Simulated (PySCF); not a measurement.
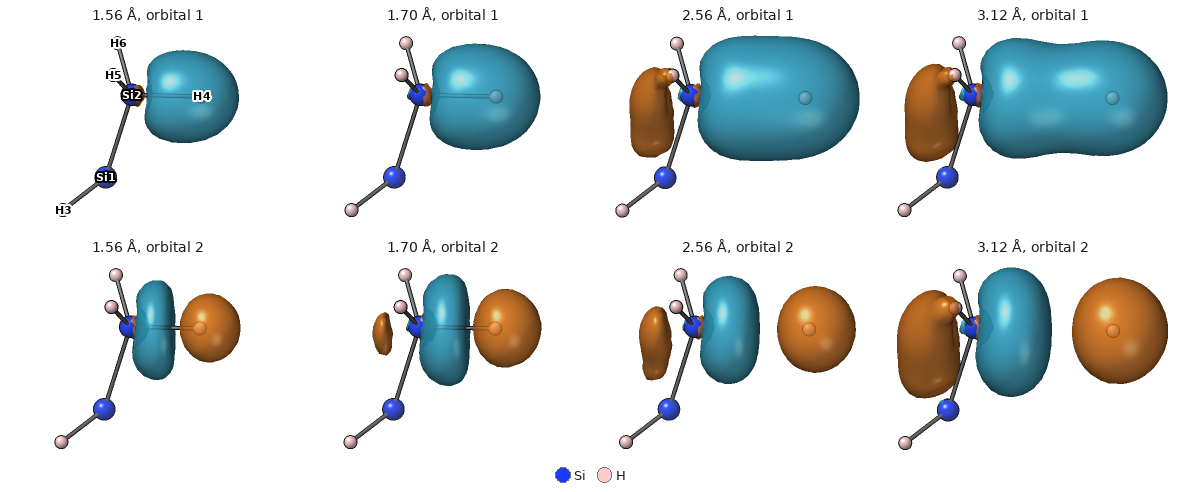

*H₄Si₂, SMILES `[SiH][SiH3]`. Rigid stretch of the Si2–H4 bond. The two CASSCF(2,2) natural orbitals nearest half filling (orbital 1 the more occupied).*

Level of theory: def2-SVPD basis (PySCF), at a geometry from GFN2-xTB. No frequency check shows the geometry to be a minimum.

The calculation's input:

```python
import numpy as np
from pyscf import gto, scf, mcscf

mol = gto.M(atom='''
Si    -1.25073    -0.10079    -0.00002
Si     1.02545     0.02691    -0.00007
H     -1.70453     1.32737     0.00023
H      1.46829    -0.74551     1.17728
H      1.92123     1.19715     0.00068
H      1.46894    -0.74477    -1.17695
''', basis='def2-svpd', charge=0, spin=0, verbose=4)
# stretch the bond between atoms 2 and 4, from long to short, fragments rigid
a, b, move = 1, 3, [3]
xyz = mol.atom_coords(unit='Angstrom')
u = xyz[b] - xyz[a]
r0 = np.linalg.norm(u)
rows, last, dm_u = [], None, None
for r in [3.98, 3.12, 2.56, 2.2, 1.92, 1.7, 1.56, 1.42, 1.31]:
    new = xyz.copy()
    new[move] += u / r0 * (r - r0)
    m = mol.set_geom_(new, unit='Angstrom', inplace=False)
    rhf = scf.RHF(m).density_fit(auxbasis='def2-universal-jkfit').run()
    uhf = scf.UHF(m).density_fit(auxbasis='def2-universal-jkfit').newton()
    if dm_u is None:
        c = rhf.mo_coeff
        h = m.nelectron // 2 - 1
        ca, cb = c.copy(), c.copy()
        ca[:, h], cb[:, h] = (c[:, h] + c[:, h + 1]) / 2**.5, (c[:, h] - c[:, h + 1]) / 2**.5
        dm_u = np.array([x[:, :h + 1] @ x[:, :h + 1].T for x in (ca, cb)])
    uhf.kernel(dm0=dm_u)
    for _ in range(3):
        c, _, stable, _ = uhf.stability(return_status=True)
        if stable:
            break
        uhf.kernel(c, uhf.mo_occ)
    dm_u = uhf.make_rdm1()
    mc = mcscf.CASSCF(rhf, 2, 2)
    mc.natorb = True
    mc.fix_spin_(ss=0)
    guess = mcscf.addons.make_natural_orbitals(uhf)[1] if last is None else mcscf.project_init_guess(mc, last.mo_coeff, last.mol)
    mc.kernel(guess)
    last = mc
    act = slice(mc.ncore, mc.ncore + mc.ncas)
    print('r %.3f  RHF %.6f  UHF %.6f  <S^2> %.3f  CASSCF %.6f  occupations' % (r, rhf.e_tot, uhf.e_tot, uhf.spin_square()[0], mc.e_tot), mc.mo_occ[act].round(4))
    rows.append((new, rhf.e_tot, uhf.e_tot, uhf.spin_square()[0], mc.e_tot, mc.mo_occ[act], mc.mo_coeff[:, act], dm_u[0] - dm_u[1], rhf.converged and uhf.converged and mc.converged))
    np.savez('result.npz', **{k: [row[i] for row in rows] for i, k in enumerate('xyz rhf uhf s2 cas occ c spin ok'.split())})
```

Launched as:

```sh
OMP_NUM_THREADS=1 python input.py
```

The run took 37 s on 1 thread of AMD EPYC 9R45 96-Core Processor (Zen 5), on a shared host, peak memory 0.22 GiB.

### How do the occupations change along the stretch?

1.56 Å: 1.98 and 0.02; 1.70 Å: 1.97 and 0.03; 2.56 Å: 1.79 and 0.21; 3.12 Å: 1.53 and 0.47. At the longest distance computed (3.98 Å) they are 1.20 and 0.80, and the effective number of unpaired electrons is 1.8.

UHF's ⟨S²⟩ passes 1 along the scan (up to 1.45), so it also polarises electrons outside the stretched bond; its energy lowering isn't due to that bond alone.

UHF already breaks spin symmetry near equilibrium here (⟨S²⟩ = 0.54 at 1.56 Å), for reasons apart from this bond.

### How much energy does the stretch cost?

By CASSCF, 3.3 eV from the lowest point of the scan (1.56 Å) to 3.98 Å; RHF gives 6.1 eV from its own lowest point. The fragments aren't relaxed and dynamic correlation is missing, so this isn't a bond dissociation energy.
